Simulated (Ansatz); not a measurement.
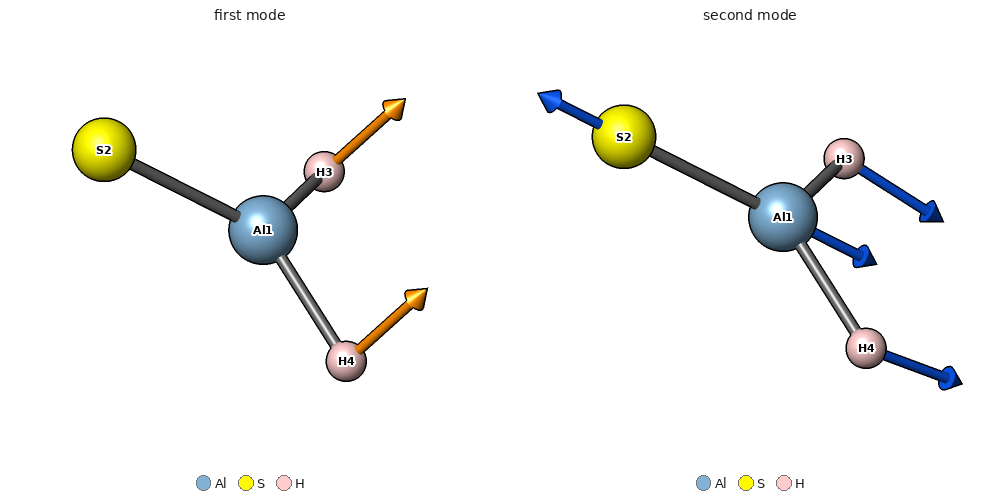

The system is AlH2S, SMILES [AlH2][S-], charge −1; the picture shows the reference structure; its two panels give the patterns of the first and the second mode as arrows. 
- Coordinates scanned: (1) normal mode 2 (579 cm⁻¹); (2) normal mode 3 (583 cm⁻¹).
- Nothing is relaxed (straight displacements along the two mass-weighted modes).
- Grid: 15 × 15 points; 120 points were computed and 105 follow by symmetry.
- Energies: kJ/mol, counted from the lowest grid point.
- Computed with Ansatz 0.2.0, RKS PBE0-D4/def2-TZVPD.

Its coordinates:

```xyz
4

Al   -0.0322    0.0041   -0.0364
S     1.3463   -0.1712    1.5220
H    -1.3545   -0.9207   -0.2388
H     0.0405    1.0878   -1.2468
```

Range: normal mode 2 (579 cm⁻¹) from −0.691 to 0.691 amu½·Å; normal mode 3 (583 cm⁻¹) from −0.693 to 0.693 amu½·Å.

What landscape does the calculation give?

The lowest grid point is at normal mode 2 (579 cm⁻¹) = 0.000 amu½·Å, normal mode 3 (583 cm⁻¹) = 0.000 amu½·Å. It is the only kind of minimum in the scanned range. The highest grid point, normal mode 2 (579 cm⁻¹) = −0.691 amu½·Å, normal mode 3 (583 cm⁻¹) = −0.693 amu½·Å, lies 68.3 kJ/mol above the lowest.

| normal mode 3 (583 cm⁻¹) ↓, normal mode 2 (579 cm⁻¹) → | −0.691 | −0.593 | −0.494 | −0.395 | −0.296 | −0.198 | −0.099 | 0.000 | 0.099 | 0.198 | 0.296 | 0.395 | 0.494 | 0.593 | 0.691 |
| --- | --- | --- | --- | --- | --- | --- | --- | --- | --- | --- | --- | --- | --- | --- | --- |
| 0.693 | 54.7 | 45.7 | 38.3 | 32.6 | 28.2 | 25.2 | 23.5 | 22.9 | 23.5 | 25.2 | 28.2 | 32.6 | 38.3 | 45.7 | 54.7 |
| 0.594 | 49.2 | 40.2 | 32.8 | 27.1 | 22.7 | 19.7 | 17.9 | 17.4 | 17.9 | 19.7 | 22.7 | 27.1 | 32.8 | 40.2 | 49.2 |
| 0.495 | 44.3 | 35.3 | 28.0 | 22.2 | 17.8 | 14.8 | 13.0 | 12.5 | 13.0 | 14.8 | 17.8 | 22.2 | 28.0 | 35.3 | 44.3 |
| 0.396 | 40.1 | 31.1 | 23.7 | 17.9 | 13.6 | 10.6 | 8.8 | 8.2 | 8.8 | 10.6 | 13.6 | 17.9 | 23.7 | 31.1 | 40.1 |
| 0.297 | 36.7 | 27.7 | 20.3 | 14.5 | 10.2 | 7.1 | 5.4 | 4.8 | 5.4 | 7.1 | 10.2 | 14.5 | 20.3 | 27.7 | 36.7 |
| 0.198 | 34.1 | 25.1 | 17.7 | 11.9 | 7.6 | 4.5 | 2.8 | 2.2 | 2.8 | 4.5 | 7.6 | 11.9 | 17.7 | 25.1 | 34.1 |
| 0.099 | 32.4 | 23.4 | 16.1 | 10.3 | 5.9 | 2.9 | 1.1 | 0.6 | 1.1 | 2.9 | 5.9 | 10.3 | 16.1 | 23.4 | 32.4 |
| 0.000 | 31.8 | 22.8 | 15.5 | 9.7 | 5.4 | 2.3 | 0.6 | 0.0 | 0.6 | 2.3 | 5.4 | 9.7 | 15.5 | 22.8 | 31.8 |
| −0.099 | 32.4 | 23.4 | 16.1 | 10.3 | 6.0 | 3.0 | 1.2 | 0.6 | 1.2 | 3.0 | 6.0 | 10.3 | 16.1 | 23.4 | 32.4 |
| −0.198 | 34.3 | 25.3 | 18.0 | 12.2 | 7.9 | 4.9 | 3.1 | 2.5 | 3.1 | 4.9 | 7.9 | 12.2 | 18.0 | 25.3 | 34.3 |
| −0.297 | 37.5 | 28.6 | 21.3 | 15.6 | 11.2 | 8.3 | 6.5 | 5.9 | 6.5 | 8.3 | 11.2 | 15.6 | 21.3 | 28.6 | 37.5 |
| −0.396 | 42.4 | 33.5 | 26.2 | 20.5 | 16.2 | 13.2 | 11.5 | 10.9 | 11.5 | 13.2 | 16.2 | 20.5 | 26.2 | 33.5 | 42.4 |
| −0.495 | 49.1 | 40.2 | 32.9 | 27.2 | 22.9 | 20.0 | 18.2 | 17.7 | 18.2 | 20.0 | 22.9 | 27.2 | 32.9 | 40.2 | 49.1 |
| −0.594 | 57.6 | 48.8 | 41.6 | 35.9 | 31.6 | 28.7 | 26.9 | 26.3 | 26.9 | 28.7 | 31.6 | 35.9 | 41.6 | 48.8 | 57.6 |
| −0.693 | 68.3 | 59.5 | 52.3 | 46.7 | 42.4 | 39.5 | 37.8 | 37.2 | 37.8 | 39.5 | 42.4 | 46.7 | 52.3 | 59.5 | 68.3 |

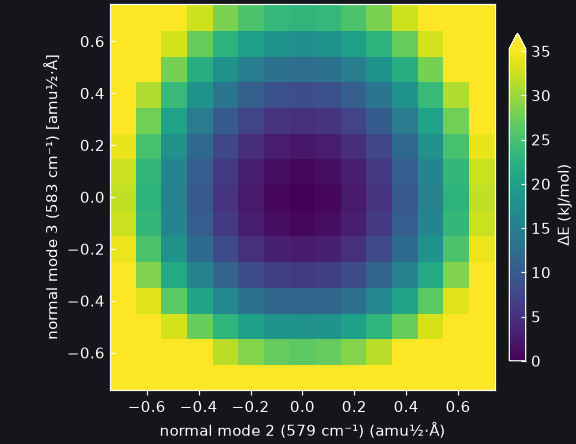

In the figure: one coloured cell a grid point, one colour for all values above the top of the scale.

Each point was launched as `ansatz run input.yaml --threads 1 --pin off --max-ram 2560MiB --backend cpu --events-out ev --progress --plain --runs-dir out`. Time for the 120 points that were run: 5 min on 1 thread of Arm Neoverse V1, with other jobs on the host.
